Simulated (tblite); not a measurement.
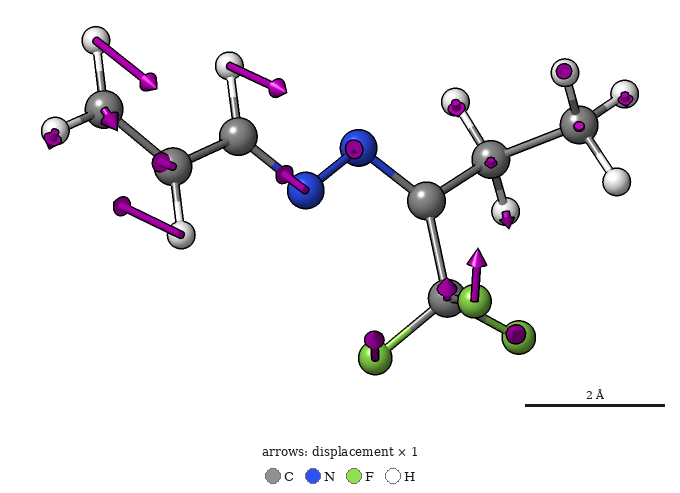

This is a relaxation of C$_{7}$H$_{9}$F$_{3}$N$_{2}$. The starting structure is drawn; purple arrows show the displacements, at their true length. The two geometries are superimposed by the best rigid fit.

Style: ball-and-stick. Shown at a tilt.

These are results of GFN2-xTB geometry optimisation, gas phase in tblite 0.8.0, not measurements. 

> Which element moves most?

Hydrogen: up to 1.98 Å, against 0.87 Å for nitrogen.

> What did the optimiser do to the structure, and how much energy did it gain?

The energy falls by 0.779 eV in 146 geometry steps. The atom that moves furthest after the best rigid fit is an H atom (1.98 Å). Largest moves by element: H 1.98 Å, N 0.87 Å, F 0.83 Å, C 0.64 Å. Among the contacts that change: N–N 1.387 → 1.266 Å, C–N 1.308 → 1.269 Å, C–F 1.375 → 1.340 Å, C–C 1.464 → 1.440 Å. Among the angles between lasting bonds that change: C–N–N 111.1° → 133.3°, N–N–C 112.3° → 131.8°, N–C–C 125.7° → 121.2°. Groups turn about N–N by about 80°.
